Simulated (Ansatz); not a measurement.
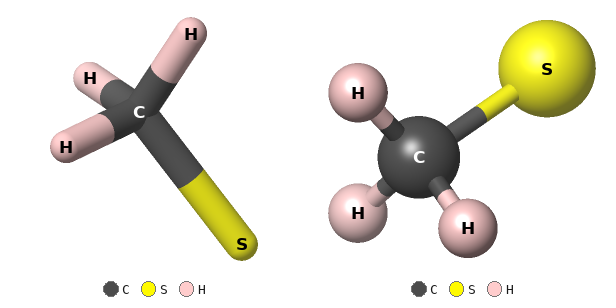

Two views of one molecule.

The species is neutral and a spin doublet. The geometry was computed by an optimisation with PBE0-D4/def2-TZVP. No frequency run is at hand to confirm it as a minimum.

> What is the molecular formula?

CH3S, 5 atoms: 1 carbon, 3 hydrogen and 1 sulfur.

> Write the SMILES.

C[S]

> How many bonds of each kind are drawn?

3 C–H, 1 C–S.

More results for the same structure follow; atom numbers are the same in all pictures, views and colours differ.

**Geometry**

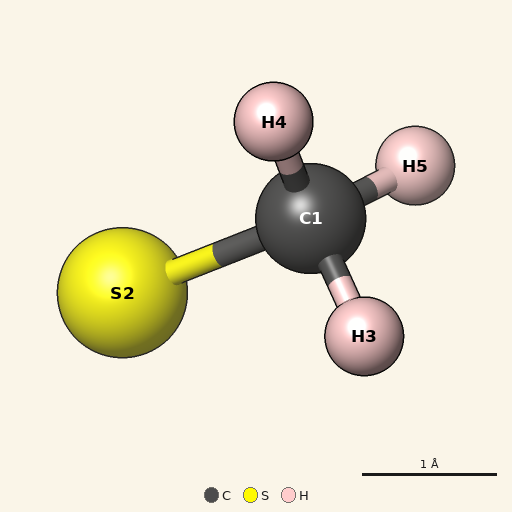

The atoms are numbered. No frequency run is at hand to confirm it as a minimum.

Which atoms are bonded, and how long are the bonds?

```tsv
bond	length (Å)	order
C1–S2	1.782	single
C1–H3	1.096	single
C1–H4	1.091	single
C1–H5	1.091	single
```

**Electronic properties**

No frequency run is at hand to confirm it as a minimum. Method: UHF-CCSD(T), frozen core/def2-TZVPP (Ansatz 0.2.0).

What does the calculation give?

- ⟨S²⟩ of the determinant: 0.764
- T1 diagnostic: 0.012

**Charges**

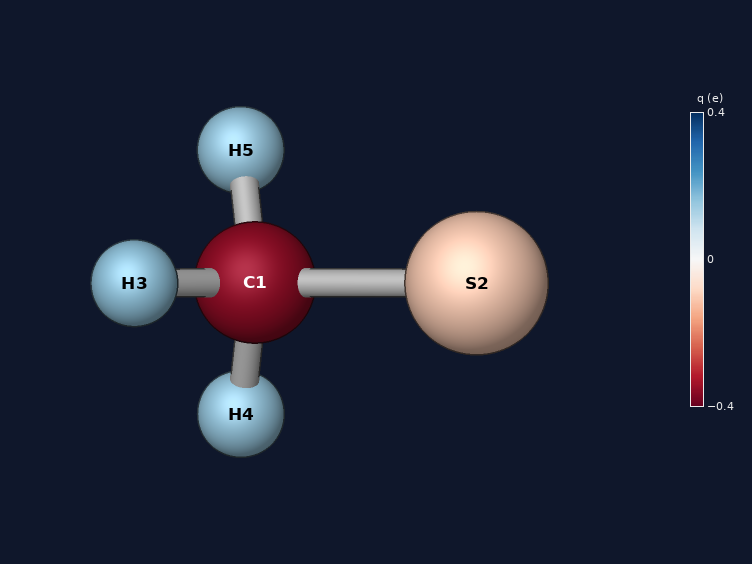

Atoms are coloured by their Mulliken charges. No frequency run is at hand to confirm it as a minimum. Properties computed with UKS PBE0-D4/def2-TZVP (Ansatz 0.2.0).

Give the Mulliken charges atom by atom.

```json
{"atom": "C1", "value (e)": "−0.36"}
{"atom": "S2", "value (e)": "−0.10"}
{"atom": "H3", "value (e)": "0.16"}
{"atom": "H4", "value (e)": "0.15"}
{"atom": "H5", "value (e)": "0.15"}
```

**Dipole moment**

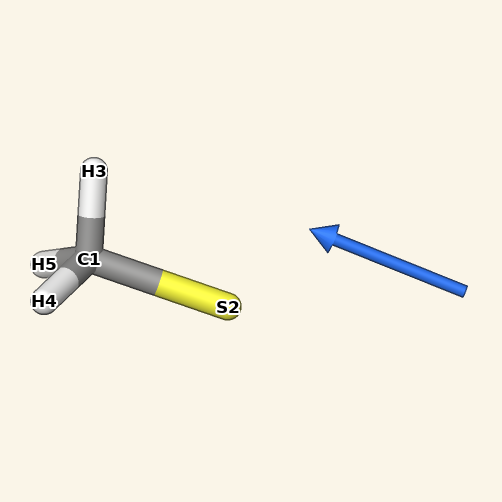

The arrow beside the molecule shows the direction of the dipole moment, from the negative to the positive end (its length means nothing). No frequency run is at hand to confirm it as a minimum. Properties computed with UKS PBE0-D4/def2-TZVP (Ansatz 0.2.0).

> Estimate the dipole moment.

1.74 D; it points from the side of S2 to the side of H3, H4, H5 (the outermost atoms at the two ends).

Mulliken values depend strongly on the basis set and can even reverse the polarity of a bond.
